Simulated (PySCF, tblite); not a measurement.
**C4H3BF2O: geometry, infrared bands and NMR shifts**

Wanted: the infrared bands and NMR shifts of C4H3BF2O (`O=CC#CCB(F)F`), by calculation.

The runs use tblite 0.8.0 and PySCF 2.14.0, with density-fitted response routines of our own; the level of theory stands in each step. All values are computed, except where a source is named. Atoms count from 0, in the outputs and in this text.

### 1 Starting geometry

11 atoms, charge 0, multiplicity 1; geometry from: force field or distance geometry start.

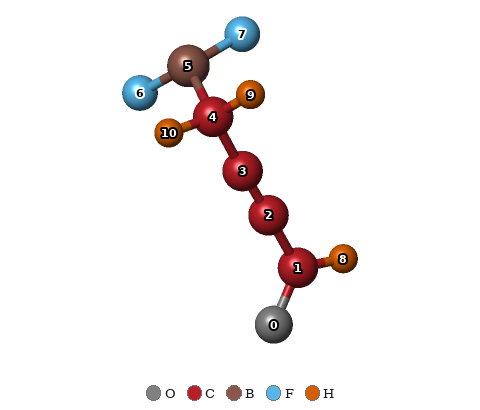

As it starts; oxygen grey, carbon red, boron brown, fluorine blue, hydrogen orange, atoms numbered; sticks join atoms by distance.

### 2 Geometry optimisation with GFN2-xTB

Job settings and geometry (Å):

```
{"job": {"kind": "relax", "xc": "GFN2-xTB", "basis": "xTB"}, "charge": 0, "multiplicity": 1}
O      3.455300    -0.434200    -0.771000
C      2.660600    -0.199300     0.193800
C      1.233200    -0.345000     0.060700
C      0.027700    -0.454600    -0.070800
C     -1.431200    -0.594200    -0.190200
B     -2.043000     0.884900    -0.051600
F     -1.570000     1.814400    -1.087300
F     -1.882300     1.441200     1.303200
H      3.071600     0.095000     1.164400
H     -1.788800    -1.234800     0.631400
H     -1.727600    -0.970800    -1.208500
```

Started as:

```
$ OMP_NUM_THREADS=1 python probes_run.py task.json out
```

The driver reads the jobs from task.json and runs them one after another.

Log:

```text
step      E/eV     max force
  0    -675.00989    5.248
  1    -675.75122    4.773
  2    -676.17443    2.919
  3    -676.30764    1.431
  4    -676.40362    1.237
  5    -676.41666    2.369
  6    -676.45109    0.343
  7    -676.45961    0.422
  8    -676.46851    0.331
  9    -676.47209    0.175
 10    -676.47559    0.131
 11    -676.47757    0.126
 12    -676.47923    0.147
 13    -676.48086    0.137
 14    -676.48313    0.156
 15    -676.48616    0.201
 16    -676.48982    0.196
 17    -676.49307    0.170
 18    -676.49508    0.101
 19    -676.49614    0.085
 20    -676.49680    0.072
 21    -676.49739    0.071
 22    -676.49792    0.064
 23    -676.49842    0.079
 24    -676.49904    0.079
 25    -676.50005    0.113
 26    -676.50167    0.162
 27    -676.50366    0.167
 28    -676.50529    0.118
 29    -676.50641    0.102
 30    -676.50737    0.093
 31    -676.50855    0.136
 32    -676.51005    0.149
 33    -676.51139    0.107
 34    -676.51227    0.085
 35    -676.51287    0.086
 36    -676.51330    0.081
 37    -676.51352    0.037
 38    -676.51365    0.035
 39    -676.51378    0.060
 40    -676.51397    0.076
 41    -676.51415    0.063
 42    -676.51426    0.027
 43    -676.51431    0.020
 44    -676.51438    0.039
 45    -676.51448    0.045
 46    -676.51458    0.038
 47    -676.51467    0.037
 48    -676.51474    0.024
 49    -676.51479    0.025
 50    -676.51483    0.015
 51    -676.51485    0.015
 52    -676.51488    0.019
 53    -676.51494    0.037
 54    -676.51503    0.049
 55    -676.51513    0.045
 56    -676.51521    0.031
 57    -676.51525    0.025
 58    -676.51529    0.022
 59    -676.51531    0.014
 60    -676.51532    0.007
```

It took 0.22 s on 1 thread of Arm Neoverse V2, shared host.

Along the way: (not every step is listed)

```csv
step,energy from step 0 (eV),largest force (eV/Å)
0,0.0000,5.2479
1,-0.7413,4.7727
2,-1.1645,2.9190
3,-1.2977,1.4312
4,-1.3937,1.2372
5,-1.4068,2.3686
6,-1.4412,0.3430
7,-1.4497,0.4222
8,-1.4586,0.3314
12,-1.4693,0.1468
16,-1.4799,0.1960
20,-1.4869,0.0718
24,-1.4891,0.0791
28,-1.4954,0.1181
32,-1.5002,0.1492
36,-1.5034,0.0814
40,-1.5041,0.0758
44,-1.5045,0.0389
48,-1.5048,0.0236
52,-1.5050,0.0192
55,-1.5052,0.0448
56,-1.5053,0.0312
57,-1.5054,0.0249
58,-1.5054,0.0221
59,-1.5054,0.0145
60,-1.5054,0.0073
```

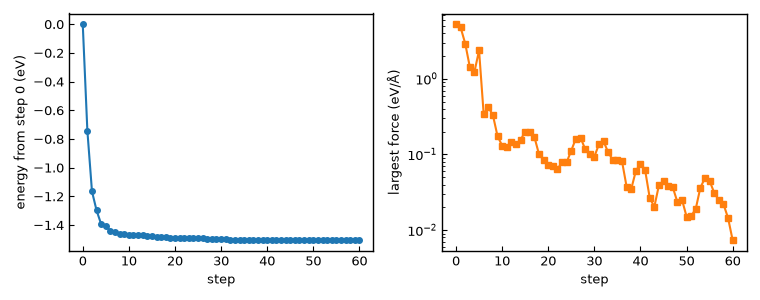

Energy and largest force along the relaxation.

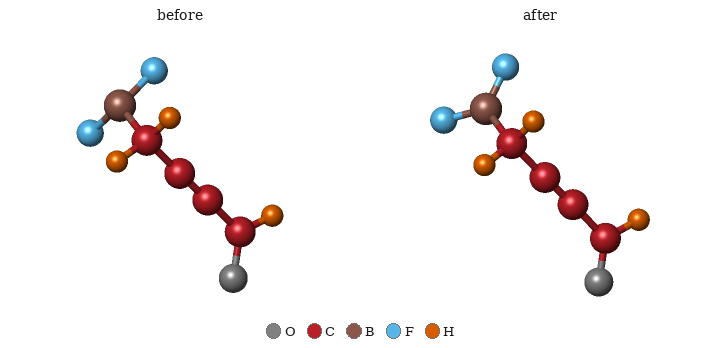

Before and after, at one scale.

Distances of close pairs at the start and the end, largest changes first:

```csv
bond,before (Å),after (Å),change (Å)
B5–F7,1.473,1.313,-0.161
B5–F6,1.470,1.311,-0.158
O0–C1,1.272,1.202,-0.070
C4–H10,1.125,1.092,-0.033
C3–C4,1.470,1.448,-0.023
C1–H8,1.094,1.109,+0.015
C1–C2,1.441,1.426,-0.015
C4–B5,1.607,1.593,-0.014
```

The final coordinates are the input of the step that follows.

### 3 Harmonic vibrations with GFN2-xTB

Job settings and geometry (Å):

```
{"job": {"kind": "ir", "xc": "GFN2-xTB", "basis": "xTB"}, "charge": 0, "multiplicity": 1}
O      3.515751    -0.495525    -0.757392
C      2.747907    -0.321904     0.150861
C      1.325580    -0.370293     0.053791
C      0.127563    -0.435104    -0.064939
C     -1.315223    -0.486562    -0.172339
B     -1.904430     0.984262    -0.012406
F     -2.108160     1.781702    -1.033315
F     -2.211030     1.498988     1.155608
H      3.095517    -0.099020     1.180285
H     -1.691859    -1.140858     0.617031
H     -1.576191    -0.913016    -1.143147
```

Log:

```text
mode    cm-1     km/mol
  1      -6.5      0.73
  2      29.3     11.24
  3      70.7      2.11
  4     122.7      3.77
  5     192.2      4.11
  6     270.3      2.34
  7     288.4      0.28
  8     351.2      2.91
  9     426.0     39.43
 10     531.1     36.68
 11     605.3     17.82
 12     747.7     48.83
 13     810.8     73.36
 14     828.0     16.83
 15     899.5      6.21
 16    1093.6     13.61
 17    1169.6     39.97
 18    1222.6     16.83
 19    1257.9    541.69
 20    1314.5    443.72
 21    1357.6     24.35
 22    1411.6     12.23
 23    1744.0    401.63
 24    2332.8    325.92
 25    2745.8    111.53
 26    2977.3      5.64
 27    2982.9      5.74
```

It took 0.2 s on 1 thread of Arm Neoverse V2, shared host.

Which atoms move in the most intense modes:

```csv
cm⁻¹,km/mol,atoms
748,48.8,"C4 39 %, F7 18 %, F6 17 %"
811,73.4,"C1 37 %, C4 29 %"
1170,40.0,"H10 36 %, H9 19 %, C2 14 %, C3 13 %"
1258,541.7,"B5 61 %, C4 14 %, F7 11 %"
1314,443.7,"B5 72 %, F6 13 %, F7 11 %"
1744,401.6,"C1 59 %, O0 40 %"
2333,325.9,"C3 50 %, C2 48 %"
2746,111.5,H8 94 %
```

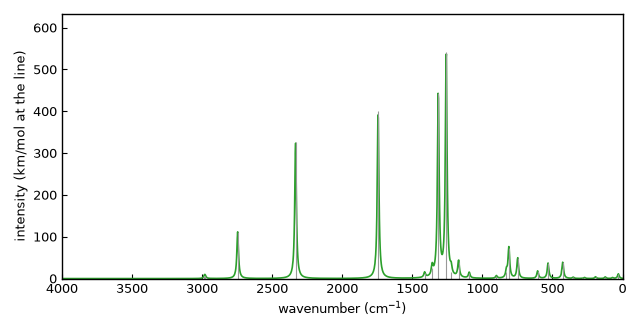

The infrared spectrum from these modes, unscaled. Lines are broadened to a width of 14 cm⁻¹ (Lorentzian).

### 4 Shielding tensors: PBE0/pcSseg-1

The job, as its differences from that of step 3:

```diff
@@ -1,2 +1,2 @@
-{"job": {"kind": "ir", "xc": "GFN2-xTB", "basis": "xTB"}, "charge": 0, "multiplicity": 1}
+{"job": {"kind": "nmr", "xc": "PBE0", "basis": "pcSseg-1"}, "charge": 0, "multiplicity": 1}
 O      3.515751    -0.495525    -0.757392
```

Level: GIAO PBE0/pcSseg-1 NMR shielding, non-relativistic, gas phase.

Log:

```text
coarse grid: 10552 points
cycle   1  E = -453.2667536060  dE =  1.292e+00  |g| = 9.627e-01  |ddm| = 3.490e+00
cycle   2  E = -452.7796737438  dE =  4.871e-01  |g| = 1.854e+00  |ddm| = 3.479e+00
cycle   3  E = -453.4259811639  dE = -6.463e-01  |g| = 2.671e-01  |ddm| = 2.843e+00
cycle   4  E = -453.4398534492  dE = -1.387e-02  |g| = 8.807e-02  |ddm| = 3.256e-01
cycle   5  E = -453.4410534139  dE = -1.200e-03  |g| = 2.768e-02  |ddm| = 8.202e-02
cycle   6  E = -453.4411843379  dE = -1.309e-04  |g| = 1.351e-02  |ddm| = 3.573e-02
cycle   7  E = -453.4412261657  dE = -4.183e-05  |g| = 4.080e-03  |ddm| = 1.121e-02
cycle   8  E = -453.4412294877  dE = -3.322e-06  |g| = 8.398e-04  |ddm| = 3.934e-03
final grid: 106576 points
cycle   9  E = -453.5080234691  dE = -4.044e-05  |g| = 1.151e-02  |ddm| = 4.199e-02
cycle  10  E = -453.5079448888  dE =  7.858e-05  |g| = 2.316e-02  |ddm| = 3.399e-02
cycle  11  E = -453.5080488666  dE = -1.040e-04  |g| = 1.750e-03  |ddm| = 2.394e-02
cycle  12  E = -453.5080494958  dE = -6.292e-07  |g| = 2.381e-04  |ddm| = 1.819e-03
cycle  13  E = -453.5080494958  dE = -2.979e-11  |g| = 2.228e-04  |ddm| = 3.381e-04
cycle  14  E = -453.5080495076  dE = -1.176e-08  |g| = 4.387e-05  |ddm| = 1.763e-04
cycle  15  E = -453.5080495080  dE = -4.736e-10  |g| = 9.770e-06  |ddm| = 6.285e-05
converged SCF energy = -453.5080495080

GIAO shielding tensors (ppm)
atom      isotropic    diamagn.    paramagn.     s11        s22        s33       span
  0 O     -408.928     398.533    -807.461  -1117.110   -512.656    402.982   1520.092
  1 C        6.747     250.631    -243.884    -87.808      4.377    103.672    191.480
  2 C       99.828     261.207    -161.380     10.873     16.104    272.507    261.634
  3 C       89.833     261.519    -171.686     21.691     33.567    214.241    192.549
  4 C      180.837     257.523     -76.686    171.579    182.922    188.011     16.432
  5 B       75.619     192.072    -116.453     61.386     80.226     85.246     23.861
  6 F      234.631     466.689    -232.058     59.529    284.953    359.411    299.883
  7 F      236.250     467.010    -230.760     62.620    286.513    359.617    296.996
  8 H       22.275      27.622      -5.347     19.499     21.101     26.225      6.726
  9 H       29.381      29.467      -0.086     25.260     27.272     35.612     10.352
 10 H       29.342      29.301       0.042     24.919     27.447     35.661     10.742
```

Wall time 17 s (1 thread of Arm Neoverse V2, shared host); peak memory 0.78 GiB.

The references, computed at this level on geometries of the same kind, shield at (ppm): 1H TMS 31.72, 13C TMS 186.9, 19F CFCl3 170.9, 17O H2O 336.1, 11B BF3·OEt2 100.1. Their shielding less the atom's gives the shift. The references are single molecules in the gas phase, so shifts against H2O, NH3, PH3, H3PO4 or CFCl3 are not on the usual liquid scales and can be off by tens of ppm. Atoms listed in one row are averaged.

```csv
atoms,environment,σ (ppm),δ (ppm),δ scaled to CDCl3
C1,aldehyde carbonyl carbon,6.7,180.2,173.9
C3,alkyne carbon,89.8,97.1,92.8
C2,alkyne carbon,99.8,87.1,83.1
C4,propargylic sp3 CH2 bonded to B,180.8,6.1,4.0
H8,hydrogen on an aldehyde carbonyl carbon,22.28,9.44,9.01
"H9, H10",hydrogen on a propargylic sp3 CH2 bonded to B,29.36,2.36,2.33
O0,aldehyde oxygen,-408.9,745.0,–
B5,"boron bonded to C, 2 F",75.6,24.4,–
"F6, F7",fluorine bonded to B,235.4,-64.5,–
```

The scaled column applies a straight-line fit of computed shieldings to shifts measured in CDCl3, and one for carbons that bear F (root-mean-square error 0.16 ppm for H, 1.9 ppm for C).

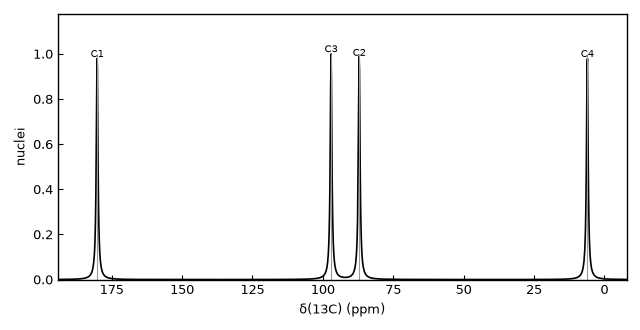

13C lines at the computed shifts, without couplings. Lines are broadened to a width of 0.70 ppm (Lorentzian).

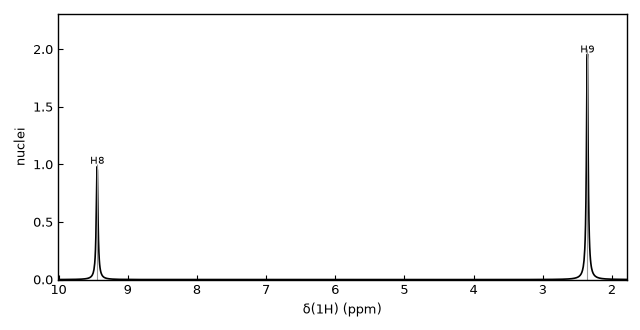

1H lines at the computed shifts, without couplings. Lines are broadened to a width of 0.03 ppm (Lorentzian).

The run also stored atomic charges by several schemes (e):

```csv
atoms,Mulliken,IAO,Hirshfeld,ESP fit
O0,-0.33,-0.36,-0.21,-0.44
C1,0.19,0.24,0.13,0.55
C2,-0.18,-0.11,-0.06,-0.28
C3,-0.03,0.03,0.00,0.11
C4,-0.36,-0.47,-0.12,-0.57
B5,0.78,0.77,0.34,0.78
"F6, F7",-0.27,-0.30,-0.13,-0.28
```

IAO charges:

```csv
atom,value (e)
O0,-0.36
C1,0.24
C2,-0.11
C3,0.03
C4,-0.47
B5,0.77
F6,-0.30
F7,-0.30
H8,0.12
H9,0.20
H10,0.20
```

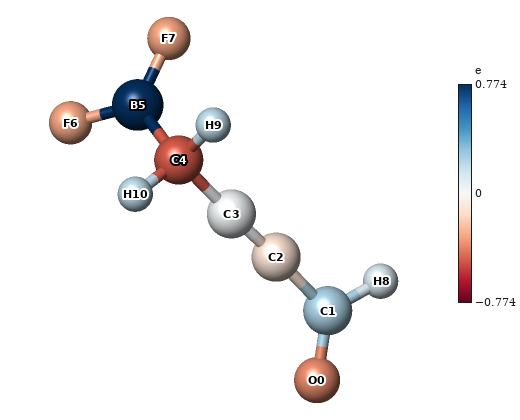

IAO charges, as colours on the atoms.

Mayer bond orders: O0–C1 1.98, C1–C2 1.11, C2–C3 2.33, C3–C4 1.18, C4–B5 0.90, B5–F6 1.15, B5–F7 1.15.

Orbitals, density, ELF and potential are computed afterwards from the orbital file.

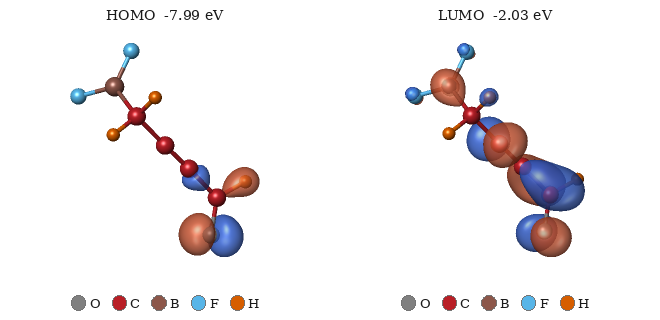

Frontier orbitals at PBE0/pcSseg-1; each surface holds 70 % of the orbital's density, blue and red mark the sign.

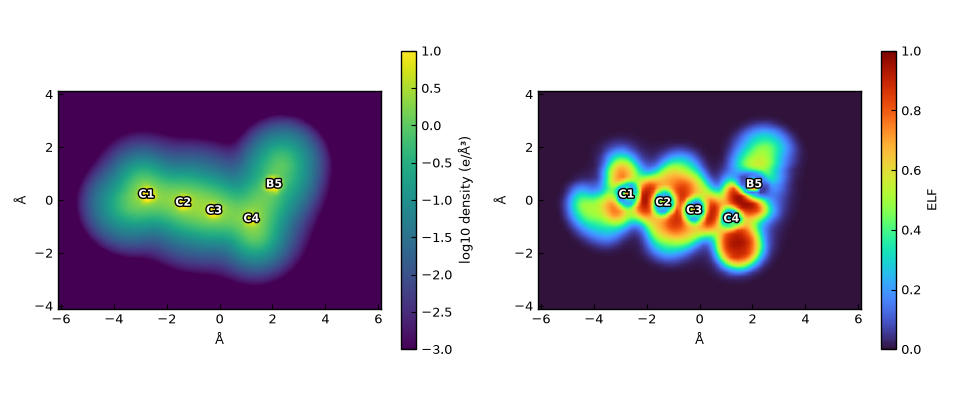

Density (left) and ELF (right) in a plane through or near 5 of the atoms.

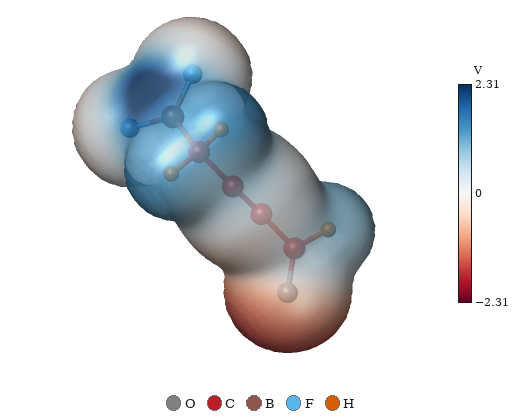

Electrostatic potential on the surface of density 0.002 e/bohr³; red is low, blue high. It runs from -1.55 V near O0 to 2.31 V near B5.

### 5 What came out

| quantity | value |
| --- | --- |
| strongest single infrared mode (GFN2-xTB) | 1258 cm⁻¹, 542 km/mol |
| zero-point energy (GFN2-xTB) | 39.7 kcal/mol |
| 13C shifts against TMS (PBE0/pcSseg-1) | 180.2, 97.1, 87.1, 6.1 ppm |
| 1H shifts against TMS (PBE0/pcSseg-1, means over atoms taken as alike) | 9.44, 2.36 ppm |
| 17O shifts against H2O (PBE0/pcSseg-1) | 745.0 ppm |
| 11B shifts against BF3·OEt2 (PBE0/pcSseg-1) | 24.4 ppm |
| 19F shifts against CFCl3 (PBE0/pcSseg-1, means over atoms taken as alike) | -64.5 ppm |
| surface potential, least and greatest | -1.55 V and 2.31 V |

What this shows: The optimisation took 60 steps and gained 1.505 eV; among the close pairs (by a distance rule), B5–F7 changed most, from 1.473 to 1.313 Å. The lowest mode is slightly imaginary (6i cm⁻¹), a soft motion within the noise of the Hessian, so the minimum is not strictly shown. The strongest single mode, at 1258 cm⁻¹, moves mainly B5. Unscaled tight-binding wavenumbers are off by several per cent, some by more. Its intensities can rank the bands wrongly. C1 (aldehyde carbonyl carbon) lies farthest downfield among carbon, at 180.2 ppm; the double bond to the heteroatom, with no lone-pair donor beside it, deshields it most. H8 (hydrogen on an aldehyde carbonyl carbon) lies farthest downfield among hydrogen, at 9.44 ppm; the C=O anisotropy and electron withdrawal place aldehyde protons far downfield. At PBE0/pcSseg-1: The widest tensor belongs to O0: span 1520 ppm, with a paramagnetic part of -807 ppm. By nearest atom (PBE0/pcSseg-1), the HOMO sits on O0 73 %; H8 14 % and the LUMO on C1 26 %; O0 25 %.
